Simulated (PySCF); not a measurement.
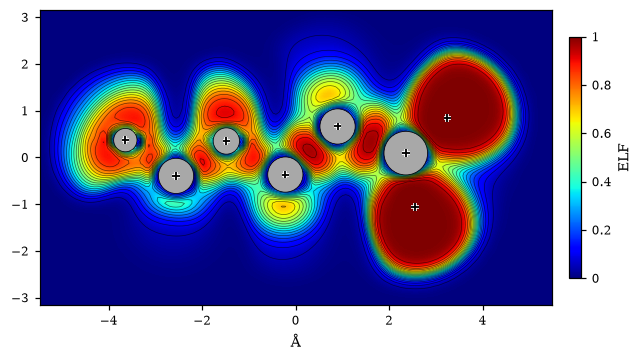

The ELF on a plane through atoms (crosses mark nuclei in the plane; grey discs cover the cores).

Theory: PBE0/def2-SVPD, SCF density, gas phase (PySCF 2.14.0).

Candidates:
A. C$_{4}$H$_{4}$S$_{2}$ (SMILES Sc1ccsc1)
B. C$_{3}$H$_{6}$BF$_{3}$O (SMILES BCCOC(F)(F)F)
C. C$_{6}$H$_{5}$ClFNO

### Which candidate gave the map?

Candidate B: C$_{3}$H$_{6}$BF$_{3}$O on the plane of atoms H9, B1 and H10, which holds B, C, O, F and H. C–O (1.31 Å): the ELF peaks at about 0.90 between the atoms (a shared but strongly polarised pair). C–F (1.33 Å): the ELF peaks at about 0.85 between the atoms; a shared but strongly polarised pair.
